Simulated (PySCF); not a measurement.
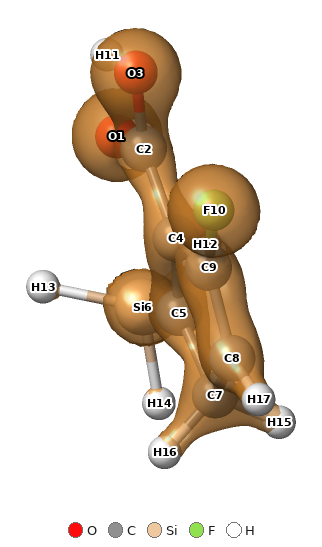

*C$_{6}$H$_{7}$FO$_{2}$Si. Isosurface of the electron density at 1.5 e/Å³ (orange), seen at an oblique angle.*

Geometry: GFN2-xTB; at this geometry the atoms fall into two loosely joined parts.

Method: PySCF, PBE0/pcSseg-1, SCF density, gas phase, non-relativistic.

Input

```
{"job": {"kind": "nmr", "xc": "PBE0", "basis": "pcSseg-1", "pop": false}, "charge": 0, "multiplicity": 1}
O      0.310088     2.417429     0.025862
C      1.176810     1.479919    -0.074513
O      2.332289     1.983912    -0.168977
C      0.774573     0.102179    -0.068619
C     -0.537319    -0.240423     0.043856
Si    -1.937373     1.011304     0.200222
C     -0.629653    -1.727279     0.018857
C      0.783551    -2.183868    -0.120894
C      1.575133    -1.103128    -0.169088
F      2.903066    -1.098689    -0.290664
H      1.481544     3.015112    -0.067955
H     -2.026705     1.809433    -1.015395
H     -1.801193     1.754160     1.446132
H     -3.136433     0.159158     0.290923
H     -1.257103    -2.064220    -0.809277
H     -1.097638    -2.103392     0.931300
H      1.086365    -3.211607    -0.171772
```

Launched as:

```sh
OMP_NUM_THREADS=1 python ens_run.py task.json out
```

> What does this surface tell about the bonding?

At this value the surface falls into five separate pieces. It bridges the sampled C–O (1.26 Å), C–F (1.33 Å) and C–C (1.34 Å) contacts, where the density stays above the isovalue. It is pinched off along the sampled C–Si (1.88 Å) contacts. On the grid the lowest density along these lines, outside the cores, is 2.6 e/Å³ (C–O, 1.26 Å), 1.8 e/Å³ (C–F, 1.33 Å), 2.3 e/Å³ (C–C, 1.34 Å) and 0.77 e/Å³ (C–Si, 1.88 Å).
